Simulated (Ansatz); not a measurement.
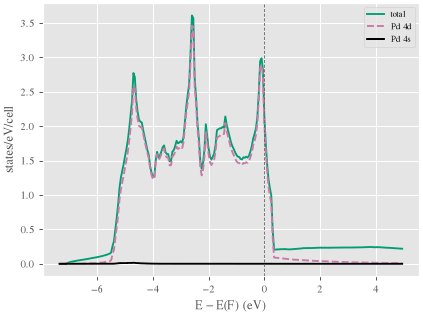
Fig. 1. Total and projected density of states of Pd (fcc (Cu type), Fm-3m), the program Ansatz at the r²SCAN+D4 level (PAW)

Q: Which orbitals carry the states next to the Fermi level?

A: Within 0.5 eV of the Fermi level: Pd 4d 93 %, outside the projected shells 7 %. Projections are on Löwdin-orthogonalised atomic valence shells; empty p or d shells of many metals are not among them.

Q: Where is the tallest occupied peak in this window, and what makes it?

A: Near -2.6 eV, about 3.6 states/eV per cell; the largest projected share is Pd 4d.

The cell was relaxed with r²SCAN+D4 under the symmetry of its start. No spin polarisation was allowed. The pairwise dispersion correction was not fitted to metals. Spin–orbit coupling is left out wherever it is not named.

Potentials: the later of the program's two PAW sets.
